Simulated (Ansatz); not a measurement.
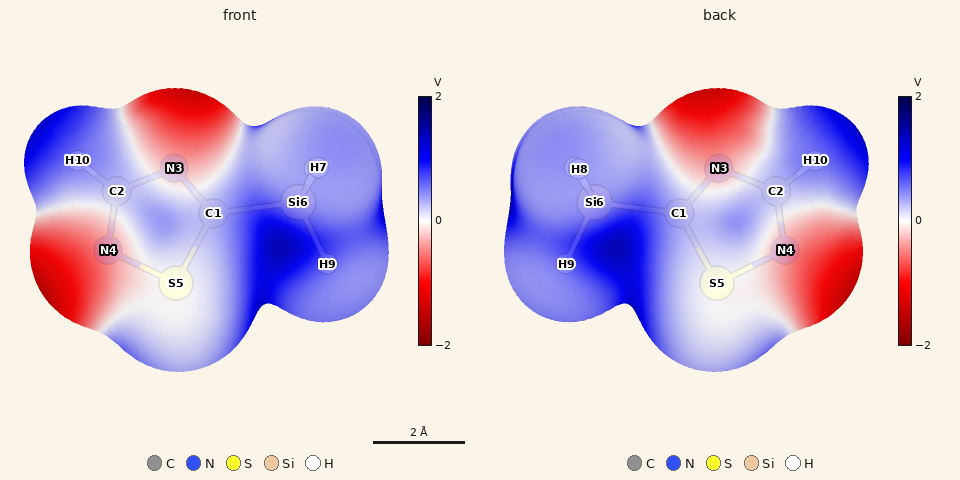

*C2H4N2SSi (SMILES [SiH3]c1ncns1). The electrostatic potential painted on the density surface at 0.002 e/bohr³, seen from the front and from behind; red is negative and blue positive.*

Geometry: PBE-D3(BJ)/def2-SVP.

Level of theory: isolated molecule in a Gaussian basis; Kohn-Sham density functional theory, functional PBE0 in Ansatz 0.2.0.

```tsv
atom	x (Å)	y (Å)	z (Å)
C	0.3166	-0.5941	-0.5741
C	1.3486	0.6079	-2.0994
N	1.0403	0.4981	-0.7711
N	0.9258	-0.3088	-2.9602
S	0.0556	-1.4407	-2.0883
Si	-0.3300	-1.1378	1.1180
H	-1.2278	-0.0711	1.6725
H	0.8296	-1.3694	2.0415
H	-1.1017	-2.4134	0.9322
H	1.9491	1.4570	-2.4637
```

Which sites attract a positive test charge, and which a negative one?

Answer. A positive charge is drawn to the negative regions and a negative charge to the positive ones. The most negative region (about −1.4 V) lies over N4, the most positive (about +1.4 V) over Si6. N4 is the likeliest acceptor of a hydrogen bond.
